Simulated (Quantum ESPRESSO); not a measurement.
# λ and ρ(T) of Ta (Im-3m) from pw.x, ph.x and EPW

Wanted: λ, Tc and ρ(T) of Ta (Im-3m) from Quantum ESPRESSO and EPW.

Calculated with Quantum ESPRESSO 7.5; DFT LDA, scalar-relativistic, plane waves, PseudoDojo 0.4.1 norm-conserving pseudopotentials.

Experimental background.

For Ta (bulk crystal), “CRC Handbook of Chemistry and Physics, 84th edition, Electrical Resistivity of Pure Metals” (2003, CRC Press, section 12, read from Wikipedia's data page) quotes earlier work: resistivity at 300 K 13.5 μΩ cm; resistivity at 500 K 22.9 μΩ cm.

For Ta (bulk crystal), “Specific Heats and Enthalpies of Technical Solids at Low Temperatures” (1960, NBS Monograph 21, table 3) quotes earlier work: Sommerfeld coefficient γ (electronic heat capacity coefficient, an early compilation) 5.7 mJ/(mol K²).

“Surface-resistance measurements using superconducting stripline resonators” (2013, arxiv:1309.5331) reports for Ta, by microwave stripline resonator (foil much thicker than the skin depth): superconducting transition temperature (superconducting transition seen in surface resistance) 4.5 K.

Most raw output is cut from this account.

**1. The structure**

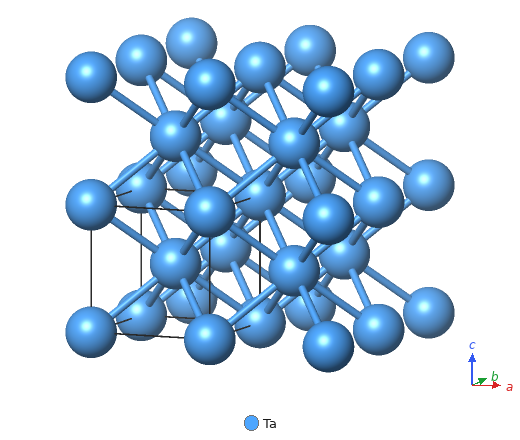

The cell as given, slightly off an axis (tantalum blue). 2×2×2 cells are drawn. This picture shows the conventional cell, with its axes. Some periodic images of atoms are drawn too.

**2. Relaxation**

The cell is relaxed under the functional used for all that follows.

File relax.in:

```
 &control
    calculation='vc-relax',
    prefix='x',
    outdir='./tmp',
    pseudo_dir='./pseudo',
    tprnfor=.true.,
    tstress=.true.,
    etot_conv_thr=1.0d-05,
    forc_conv_thr=4.0d-04,
 /
 &system
    ibrav=0,
    nat=1,
    ntyp=1,
    ecutwfc=58.0,
    occupations='smearing',
    smearing='mv',
    degauss=0.02,
 /
 &electrons
    conv_thr=1.0d-11,
 /
 &ions
 /
 &cell
    press_conv_thr=0.4,
 /
ATOMIC_SPECIES
 Ta    180.9479  Ta.upf
CELL_PARAMETERS angstrom
    -1.651280000    1.651280000    1.651280000
     1.651280000   -1.651280000    1.651280000
     1.651280000    1.651280000   -1.651280000
ATOMIC_POSITIONS crystal
 Ta     0.000000000   0.000000000   0.000000000
K_POINTS automatic
 12 12 12 0 0 0
```

On the command line:

```bash
OMP_NUM_THREADS=1 mpirun -n 8 pw.x -nk 8 -in relax.in > relax.out
```

Run time: 9.5 s. Hardware: 8 MPI ranks of Arm Neoverse N1, shared host; 75 s of CPU time.

Numbers from this step:

```yaml
free_energy: -1773.2011 eV
pressure: 0.01300 GPa
volume_per_atom: 17.01 Å³/atom
```

The volume ends at 17.01 Å³ an atom, -5.6 % from the start.

**3. Ground state**

Linear response needs a tightly converged ground state.

File scf.in:

```
 &control
    calculation='scf',
    prefix='x',
    outdir='./tmp',
    pseudo_dir='./pseudo',
    tprnfor=.true.,
    tstress=.true.,
 /
 &system
    ibrav=0,
    nat=1,
    ntyp=1,
    ecutwfc=58.0,
    occupations='smearing',
    smearing='mv',
    degauss=0.02,
 /
 &electrons
    conv_thr=1.0d-12,
 /
ATOMIC_SPECIES
 Ta    180.9479  Ta.upf
CELL_PARAMETERS angstrom
    -1.620094000    1.620094000    1.620094000
     1.620094000   -1.620094000    1.620094000
     1.620094000    1.620094000   -1.620094000
ATOMIC_POSITIONS crystal
 Ta     0.000000000   0.000000000   0.000000000
K_POINTS automatic
 12 12 12 0 0 0
```

On the command line:

```bash
OMP_NUM_THREADS=1 mpirun -n 8 pw.x -nk 8 -in scf.in > scf.out
```

Run time: 2.6 s. Hardware: 8 MPI ranks.

Numbers from this step:

```yaml
fermi_energy: 19.31 eV
```

The Fermi level lies at 19.31 eV and the pressure is 0.013 GPa.

**4. Phonons on the coarse mesh**

ph.x gives the dynamical matrices and the changes of the potential on a coarse q mesh, which EPW interpolates.

File ph.in:

```
phonons
 &inputph
    prefix='x',
    outdir='./tmp',
    tr2_ph=1.0d-14,
    fildyn='x.dyn',
    fildvscf='dvscf',
    ldisp=.true.,
    nq1=4,
    nq2=4,
    nq3=4,
    alpha_mix(1)=0.5,
    amass(1)=180.9479,
 /
```

On the command line:

```bash
OMP_NUM_THREADS=1 mpirun -n 8 ph.x -nk 8 -in ph.in > ph.out
```

It took 7.7 min on 8 MPI ranks; 61 min of CPU time.

This step gave:

```
lowest frequency off the zone centre                                            : 67.14 cm⁻¹
largest magnitude of the acoustic modes at the zone centre, before the sum rule : 2.930 cm⁻¹
```

Frequencies at the irreducible wavevectors:

```
  q1    q2     q3  star  mode 1 (cm⁻¹)  mode 2 (cm⁻¹)  mode 3 (cm⁻¹)
   0     0      0     1            2.9            2.9            2.9
   0     0   0.25    12           67.1           73.3          115.9
   0     0    0.5     6          100.5          146.2          152.7
   0  0.25   0.25    24           96.2          104.2          155.7
0.25  0.25   0.25     2          136.3          136.3          136.3
0.25  0.25  -0.25     6          101.3          101.3          152.4
0.25   0.5    0.5    12          112.2          146.8          159.2
 0.5   0.5    0.5     1          172.3          172.3          172.3
```

The lowest mode off the zone centre lies at 67.1 cm⁻¹ and the highest of all solved modes at 172 cm⁻¹, so the solved wavevectors are stable. The acoustic modes at the centre lie within 2.9 cm⁻¹ of zero before the sum rule is imposed.

**5. Bands for the check**

Bands on a path serve later as the test of the Wannier interpolation; inside the frozen window, points that lie on the coarse mesh match by construction, and those between them test it.

File bands.in:

```
 &control
    calculation='bands',
    prefix='x',
    outdir='./tmp',
    pseudo_dir='./pseudo',
    verbosity='high',
 /
 &system
    ibrav=0,
    nat=1,
    ntyp=1,
    ecutwfc=58.0,
    occupations='smearing',
    smearing='mv',
    degauss=0.02,
    nbnd=29,
 /
 &electrons
    conv_thr=1.0d-10,
 /
ATOMIC_SPECIES
 Ta    180.9479  Ta.upf
CELL_PARAMETERS angstrom
    -1.620094000    1.620094000    1.620094000
     1.620094000   -1.620094000    1.620094000
     1.620094000    1.620094000   -1.620094000
ATOMIC_POSITIONS crystal
 Ta     0.000000000   0.000000000   0.000000000
K_POINTS crystal
72
 0.00000000 0.00000000 0.00000000 0.01388889
 0.02941176 -0.02941176 0.02941176 0.01388889
 0.05882353 -0.05882353 0.05882353 0.01388889
 0.08823529 -0.08823529 0.08823529 0.01388889
[the list of k-points goes on]
```

On the command line:

```bash
OMP_NUM_THREADS=1 mpirun -n 8 pw.x -nk 8 -in bands.in > bands.out
```

Run time: 4.3 s. Hardware: 8 MPI ranks; 34 s of CPU time.

**6. States on the coarse mesh**

Wannier functions need the states on a full uniform k mesh, and the couplings need it to be a multiple of the q mesh.

File nscf.in:

```
 &control
    calculation='nscf',
    prefix='x',
    outdir='./tmp',
    pseudo_dir='./pseudo',
    verbosity='high',
 /
 &system
    ibrav=0,
    nat=1,
    ntyp=1,
    ecutwfc=58.0,
    occupations='smearing',
    smearing='mv',
    degauss=0.02,
    nbnd=29,
 /
 &electrons
    conv_thr=1.0d-11,
 /
ATOMIC_SPECIES
 Ta    180.9479  Ta.upf
CELL_PARAMETERS angstrom
    -1.620094000    1.620094000    1.620094000
     1.620094000   -1.620094000    1.620094000
     1.620094000    1.620094000   -1.620094000
ATOMIC_POSITIONS crystal
 Ta     0.000000000   0.000000000   0.000000000
K_POINTS crystal
512
 0.00000000 0.00000000 0.00000000 0.00195312
 0.00000000 0.00000000 0.12500000 0.00195312
 0.00000000 0.00000000 0.25000000 0.00195312
 0.00000000 0.00000000 0.37500000 0.00195312
[the list of k-points goes on]
```

On the command line:

```bash
OMP_NUM_THREADS=1 mpirun -n 8 pw.x -nk 8 -in nscf.in > nscf.out
```

It took 30 s on 8 MPI ranks.

Numbers from this step:

```
Fermi energy : 19.24 eV
```

**7. Wannier functions and couplings**

Projections Ta s, p, d start 9 Wannier functions; states up to 2.5 eV over the Fermi level are frozen, and the projected functions are kept without the localisation step. Hamiltonian, force constants and couplings go to real space.

File epw1.in:

```
--
 &inputepw
    prefix='x',
    outdir='./tmp',
    dvscf_dir='./save',
    elph=.true.,
    etf_mem=1,
    nbndsub=9,
    bands_skipped='exclude_bands = 1-4',
    use_ws=.true.,
    vme='wannier',
    asr_typ='crystal',
    nk1=8,
    nk2=8,
    nk3=8,
    nq1=4,
    nq2=4,
    nq3=4,
    amass(1)=180.9479,
    epwwrite=.true.,
    epwread=.false.,
    wannierize=.true.,
    num_iter=0,
    dis_win_max=59.31,
    dis_froz_max=21.811,
    proj(1)='Ta:s;p;d',
    wdata(1)='dis_num_iter = 600',
    wdata(2)='guiding_centres = .true.',
    wdata(3)='num_print_cycles = 50',
    wdata(4)='dis_mix_ratio = 0.7',
    band_plot=.true.,
    filkf='path.dat',
    filqf='path.dat',
    fsthick=100.0,
    efermi_read=.true.,
    fermi_energy=19.3113,
 /
```

On the command line:

```bash
OMP_NUM_THREADS=1 mpirun -n 8 epw.x -nk 8 -in epw1.in > epw1.out
```

Wall time 6.2 min (8 MPI ranks).

Numbers from this step:

```
r.m.s. error of the interpolated bands from 2 eV under to 1 eV over the Fermi level : 8.7 meV
largest error in that range                                                         : 36.1 meV
lowest interpolated frequency on the path                                           : 0 cm⁻¹
```

Electronic bands along the path, in eV, zero at the Fermi level; # counts the bands kept:

```
point     #1     #2     #3    #4    #5    #6
    Γ  -8.09   0.69   0.69  0.69  4.16  4.16
    H  -4.15  -4.15   7.29  7.29  7.29  9.18
    N  -4.63  -1.74   1.99  4.07  5.16  8.36
    Γ  -8.09   0.69   0.69  0.69  4.16  4.16
    P  -1.23  -1.23  -1.23  5.36  5.36  7.57
    H  -4.15  -4.15   7.29  7.29  7.29  9.18
```

The same for Wannier interpolation:

```
point     #1     #2     #3    #4    #5     #6
    Γ  -8.09   0.69   0.69  0.69  4.55   4.55
    H  -4.15  -4.15   7.29  7.29  7.29  10.66
    N  -4.63  -1.74   1.99  4.13  5.22   8.36
    Γ  -8.09   0.69   0.69  0.69  4.55   4.55
    P  -1.23  -1.23  -1.23  5.36  5.36   7.57
    H  -4.15  -4.15   7.29  7.29  7.29  10.66
```

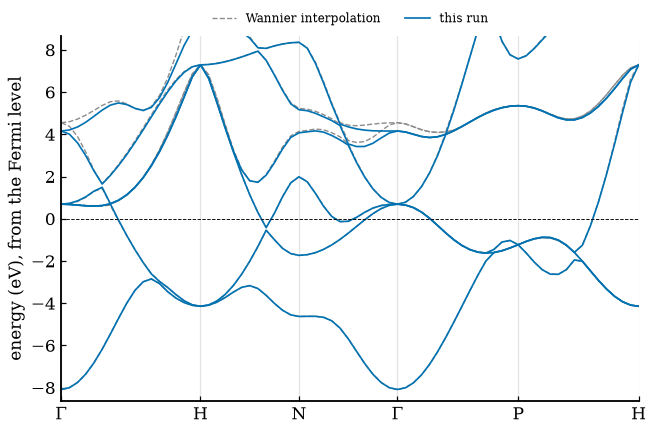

Electronic bands along the path; dashed: Wannier interpolation.

Phonon branches along the path, in cm⁻¹:

```
point  branch 1  branch 2  branch 3
    Γ         0         0         0
    H       172       172       172
    N       100       146       153
    Γ         0         0         0
    P       136       136       136
    H       172       172       172
```

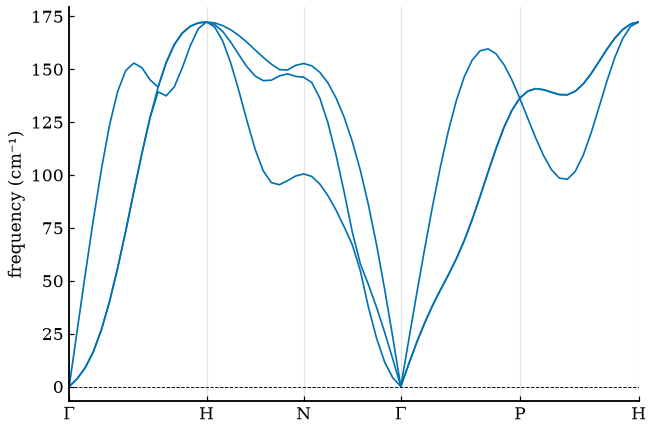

Phonon branches along the path.

Near the Fermi level the interpolated bands miss those of pw.x by 9 meV r.m.s. and 36 meV at most, each level matched to the nearest interpolated one; the r.m.s. value is under the 60 meV set for going on.

**8. Coupling and Tc: fine k 20×20×20, q 10×10×10, width 0.15 eV, window 0.61 eV**

The couplings are interpolated to a fine mesh near the Fermi level; their sum gives α²F and λ, and the linearised gap equation gives Tc.

File a2f-1.in:

```
--
 &inputepw
    prefix='x',
    outdir='./tmp',
    dvscf_dir='./save',
    elph=.true.,
    etf_mem=1,
    nbndsub=9,
    bands_skipped='exclude_bands = 1-4',
    use_ws=.true.,
    vme='wannier',
    asr_typ='crystal',
    nk1=8,
    nk2=8,
    nk3=8,
    nq1=4,
    nq2=4,
    nq3=4,
    amass(1)=180.9479,
    epwwrite=.false.,
    epwread=.true.,
    wannierize=.false.,
    nkf1=20,
    nkf2=20,
    nkf3=20,
    nqf1=10,
    nqf2=10,
    nqf3=10,
    mp_mesh_k=.true.,
    ephwrite=.true.,
    eliashberg=.true.,
    liso=.true.,
    limag=.true.,
    tc_linear=.true.,
    tc_linear_solver='lapack',
    fsthick=0.61,
    degaussw=0.15,
    degaussq=0.5,
    nqstep=500,
    muc=0.13,
    wscut=0.3,
    nsiter=500,
    nstemp=7,
    temps=0.5 1.0 2.0 4.0 8.0 16.0 32.0,
 /
```

On the command line:

```bash
OMP_NUM_THREADS=1 mpirun -n 8 epw.x -nk 8 -in a2f-1.in > a2f-1.out
```

It took 4 min on 8 MPI ranks; 32 min of CPU time.

Numbers from this step:

* coupling constant λ: 1.143
* log mean phonon energy ħω_log: 11.71 meV
* density of states at the Fermi level: 0.5941 states/eV a spin and cell
* Fermi level on the fine mesh: 19.30 eV

The a2F has structure finer than the step of the table below, so its rows give means over 2 meV, whole bins alone (the curve runs from 0.047 to 23.4 meV). Peaks (meV: height): 9.1: 0.444, 11.7: 0.946, 18.5: 1.61.

A2F against phonon energy; means over each step:

```
phonon energy (meV)      a2F
                  2   0.0210
                  4   0.0350
                  6    0.123
                  8    0.188
                 10    0.292
                 12    0.721
                 14    0.420
                 16    0.439
                 18     1.10
                 20    0.340
                 22  0.00826
```

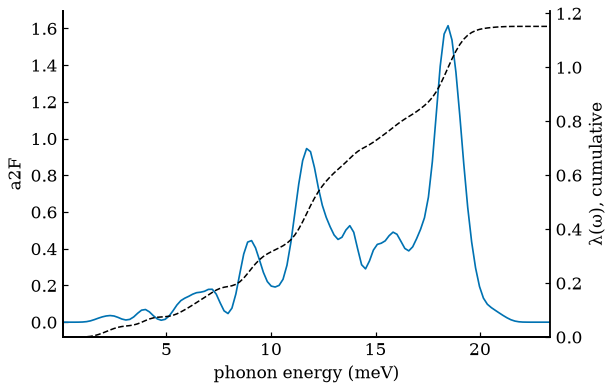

A2F against phonon energy. The dashed line is the running λ.

λ = 1.14 and ħω_log = 11.7 meV. The eigenvalue passes 1 near 13 K.

**9. Resistivity: fine k 24×24×24, q 12×12×12, adaptive width, window 0.32 eV**

The Boltzmann equation is solved by iteration on a fine mesh; only states within the window around the Fermi level enter.

File bte-1.in:

```
--
 &inputepw
    prefix='x',
    outdir='./tmp',
    dvscf_dir='./save',
    elph=.true.,
    etf_mem=1,
    nbndsub=9,
    bands_skipped='exclude_bands = 1-4',
    use_ws=.true.,
    vme='wannier',
    asr_typ='crystal',
    nk1=8,
    nk2=8,
    nk3=8,
    nq1=4,
    nq2=4,
    nq3=4,
    amass(1)=180.9479,
    epwwrite=.false.,
    epwread=.true.,
    wannierize=.false.,
    nkf1=24,
    nkf2=24,
    nkf3=24,
    nqf1=12,
    nqf2=12,
    nqf3=12,
    mp_mesh_k=.true.,
    scattering=.true.,
    iterative_bte=.true.,
    epmatkqread=.false.,
    assume_metal=.true.,
    int_mob=.false.,
    carrier=.false.,
    ngaussw=-99,
    mob_maxiter=200,
    broyden_beta=0.7,
    fsthick=0.32,
    degaussw=0.0,
    nstemp=6,
    temps=150 200 273 300 400 500,
    restart=.false.,
    selecqread=.false.,
 /
```

On the command line:

```bash
OMP_NUM_THREADS=1 mpirun -n 8 epw.x -nk 8 -in bte-1.in > bte-1.out
```

Run time: 6.1 min. Hardware: 8 MPI ranks; 49 min of CPU time.

This step gave:

- iterations: 23
- resistivity at 300 K: 14.15 μΩ cm

Resistivity, by row:

```
T (K)  rho_xx (μΩ cm)  rho_yy  rho_zz  relaxation-time approximation, mean of the axes (μΩ cm)
  150            7.63    7.63    7.63                                                    8.022
  200           9.838   9.838   9.838                                                    10.33
  273              13      13      13                                                    13.63
  300           14.15   14.15   14.15                                                    14.85
  400           18.39   18.39   18.39                                                    19.29
  500           22.55   22.55   22.55                                                    23.65
```

ρ(300 K) = 14.2 μΩ cm; the relaxation-time start gave 14.8. One mesh does not show convergence. The largest adaptive width printed is 0.62 eV, against a window of 0.32 eV outside which no state is counted.

**10. Resistivity, input with a fault, fine q mesh 8×8×8, fine mesh 8×8×8**

A variant of the settings follows.

bad.in, as its differences from bte-1.in of step 9:

```diff
@@ -22,8 +22,8 @@
     wannierize=.false.,
-    nkf1=24,
-    nkf2=24,
-    nkf3=24,
-    nqf1=12,
-    nqf2=12,
-    nqf3=12,
+    nkf1=8,
+    nkf2=8,
+    nkf3=8,
+    nqf1=8,
+    nqf2=8,
+    nqf3=8,
     mp_mesh_k=.true.,
```

On the command line:

```bash
OMP_NUM_THREADS=1 mpirun -n 8 epw.x -nk 8 -in bad.in > bad.out
```

The job ended after 71 s (8 MPI ranks).

This step gave:

* resistivity at 300 K: 18.08 μΩ cm

Resistivity, by row:

```
T (K)  rho_xx (μΩ cm)  rho_yy  rho_zz  relaxation-time approximation, mean of the axes (μΩ cm)
  150           5.324   5.324   5.324                                                    5.458
  200           9.023   9.023   9.023                                                    9.265
  273           15.49   15.49   15.49                                                    15.91
  300           18.08   18.08   18.08                                                    18.56
  400           28.09   28.09   28.09                                                    28.79
  500           38.03   38.03   38.03                                                    38.91
```

This input has a fine mesh far too coarse, and its ρ(300 K) = 18.1 μΩ cm is no result.

For the resistivity at 300 K, step 9 gave 14.2 μΩ cm; this run, with fine q mesh 8×8×8 and fine mesh 8×8×8, gives 18.1 μΩ cm (+28 %).

**11. Resistivity: fine k 32×32×32, q 16×16×16, adaptive width, window 0.32 eV**

At these temperatures only states within a few k_B T of the Fermi level carry current, so the mesh must be dense; it is refined.

bte-2.in, as its differences from bad.in of step 10:

```diff
@@ -22,8 +22,8 @@
     wannierize=.false.,
-    nkf1=8,
-    nkf2=8,
-    nkf3=8,
-    nqf1=8,
-    nqf2=8,
-    nqf3=8,
+    nkf1=32,
+    nkf2=32,
+    nkf3=32,
+    nqf1=16,
+    nqf2=16,
+    nqf3=16,
     mp_mesh_k=.true.,
```

On the command line:

```bash
OMP_NUM_THREADS=1 mpirun -n 8 epw.x -nk 8 -in bte-2.in > bte-2.out
```

The job ended after 16 min (8 MPI ranks; 2.1 h of CPU time).

Numbers from this step:

* iterations: 24
* resistivity at 300 K: 12.67 μΩ cm

Resistivity, by row:

```
T (K)  rho_xx (μΩ cm)  rho_yy  rho_zz  relaxation-time approximation, mean of the axes (μΩ cm)
  150           6.637   6.637   6.637                                                     7.08
  200           8.641   8.641   8.641                                                    9.205
  273           11.59   11.59   11.59                                                    12.34
  300           12.67   12.67   12.67                                                    13.48
  400           16.55   16.55   16.55                                                     17.6
  500           20.38   20.38   20.38                                                    21.66
```

ρ(300 K) = 12.7 μΩ cm, against 14.2 before (-11 %); the relaxation-time start gave 13.5. The largest adaptive width printed is 0.49 eV, against a window of 0.32 eV outside which no state is counted.

**12. Coupling and Tc: fine k 32×32×32, q 16×16×16, width 0.1 eV, window 0.41 eV**

The sum is repeated with other meshes, delta width and window to test it.

File a2f-2.in:

```
--
 &inputepw
    prefix='x',
    outdir='./tmp',
    dvscf_dir='./save',
    elph=.true.,
    etf_mem=1,
    nbndsub=9,
    bands_skipped='exclude_bands = 1-4',
    use_ws=.true.,
    vme='wannier',
    asr_typ='crystal',
    nk1=8,
    nk2=8,
    nk3=8,
    nq1=4,
    nq2=4,
    nq3=4,
    amass(1)=180.9479,
    epwwrite=.false.,
    epwread=.true.,
    wannierize=.false.,
    nkf1=32,
    nkf2=32,
    nkf3=32,
    nqf1=16,
    nqf2=16,
    nqf3=16,
    mp_mesh_k=.true.,
    ephwrite=.true.,
    eliashberg=.true.,
    liso=.true.,
    limag=.true.,
    tc_linear=.true.,
    tc_linear_solver='lapack',
    fsthick=0.41,
    degaussw=0.1,
    degaussq=0.5,
    nqstep=500,
    muc=0.13,
    wscut=0.3,
    nsiter=500,
    nstemp=7,
    temps=0.5 1.0 2.0 4.0 8.0 16.0 32.0,
 /
```

On the command line:

```bash
OMP_NUM_THREADS=1 mpirun -n 8 epw.x -nk 8 -in a2f-2.in > a2f-2.out
```

Elapsed: 18 min, on 8 MPI ranks.

This step gave:

| Item | Value |
| --- | --- |
| coupling constant λ | 1.093 |
| log mean phonon energy ħω_log | 11.27 meV |
| density of states at the Fermi level | 0.6174 states/eV a spin and cell |
| Fermi level on the fine mesh | 19.31 eV |

The a2F has structure finer than the step of the table below, so its rows give means over 1 meV, whole bins alone (the curve runs from 0.047 to 23.4 meV). Peaks (meV: height): 12.1: 0.882, 18.7: 1.54.

The a2F by phonon energy; means over each step:

```
phonon energy (meV)      a2F
                  1  0.00795
                  2   0.0106
                  3   0.0312
                  4   0.0482
                  5   0.0670
                  6    0.108
                  7    0.123
                  8    0.206
                  9    0.208
                 10    0.307
                 11    0.475
                 12    0.801
                 13    0.462
                 14    0.430
                 15    0.347
                 16    0.462
                 17    0.426
                 18     1.09
                 19     1.11
                 20    0.199
                 21   0.0424
                 22  0.00200
```

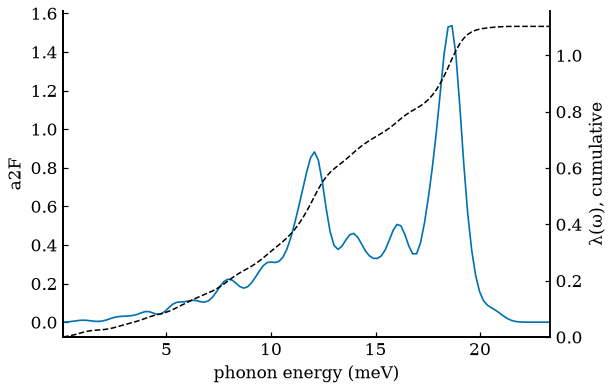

A2F against phonon energy. The dashed line is the running λ.

Tc lies where the eigenvalue is 1; mu* = 0.13. Eigenvalue against temperature:

```
T (K)  largest eigenvalue of the linearised gap equation
  0.5                                              3.837
    1                                               3.19
    2                                              2.551
    4                                              1.922
    8                                              1.311
   16                                              0.737
   32                                             0.2751
```

λ = 1.09 and ħω_log = 11.3 meV, against 1.14 and 11.7 with fine k 20×20×20, q 10×10×10, width 0.15 eV (-4 % in λ). The eigenvalue passes 1 near 12 K.

(Part 1 of 2 ends here.)

[The logs of pw.x and epw.x are selected lines.]

[Logs are printed without paths, hosts, clocks, repeated set-up lines and the standing remarks that a program may print on its own settings, such as how far it seeks lower states.]

[Hosts, paths, dates, database ids (printed as entryN), source tags and the programs' standing remarks are cut or masked in the printed files.]
